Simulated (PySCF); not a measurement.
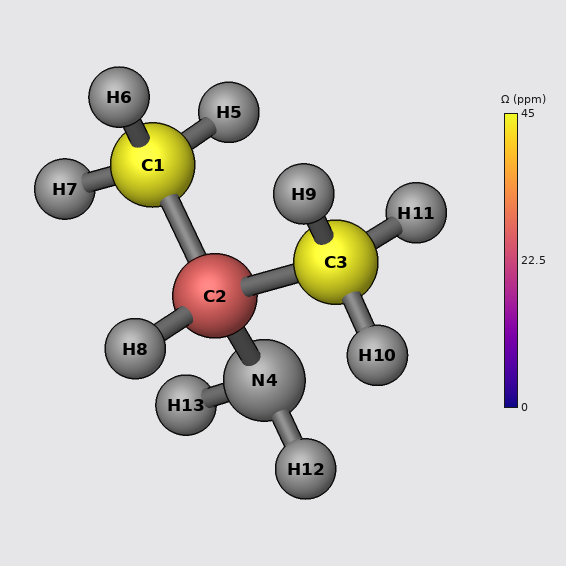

The C atoms are coloured by the span of their shielding tensor. The geometry was computed by an optimisation with GFN2-xTB. No frequency run is at hand to confirm it as a minimum. Properties computed with GIAO PBE0/pcSseg-1 NMR shielding, non-relativistic, gas phase (PySCF 2.14.0). Principal shieldings σ11 ≤ σ22 ≤ σ33, span Ω = σ33 − σ11, skew κ = 3(σiso − σ22)/Ω.

Which C atom has the most anisotropic shielding?

C1, C3, with a span of 44 ppm.

Give the shielding tensors of the C atoms.

```
  atom    σ11    σ22    σ33   σiso     Ω     κ
C1, C3  143.3  149.0  187.2  159.8  44.0  0.74
    C2  129.6  133.2  156.5  139.8  27.0  0.73
```

Shieldings and span in ppm.
